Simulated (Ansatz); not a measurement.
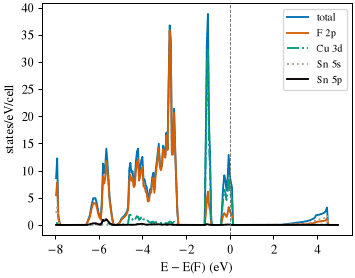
Total and projected density of states of CuSnF₆ in space group R-3 (No. 148; F on 18f, Sn on 3b, Cu on 3a), PBEsol (plane waves, PAW; program Ansatz)

Question: Which orbitals carry the states next to the Fermi level?

Answer: Within 0.5 eV of the Fermi level: Cu 3d 70 %, F 2p 25 %. Projections are on Löwdin-orthogonalised atomic valence shells; empty p or d shells of many metals are not among them.

Question: Where is the tallest occupied peak in this window, and what makes it?

Answer: Near -1.0 eV, about 39 states/eV per cell; the largest projected share is Cu 3d.

The workflow started from an entry of the Crystallography Open Database (COD), which files this formula under 2 space groups. Its standing as an ambient phase is unchecked. The PBEsol relaxation kept the symmetry of its start; whether a distortion lowers the energy is not shown. No spin polarisation was allowed. No Hubbard U is applied. Without spin polarisation and U, an open-shell compound can come out a false metal. Scalar-relativistic: spin–orbit coupling is off unless named, which matters more the heavier the elements.

Potentials: the later of the program's two PAW sets.
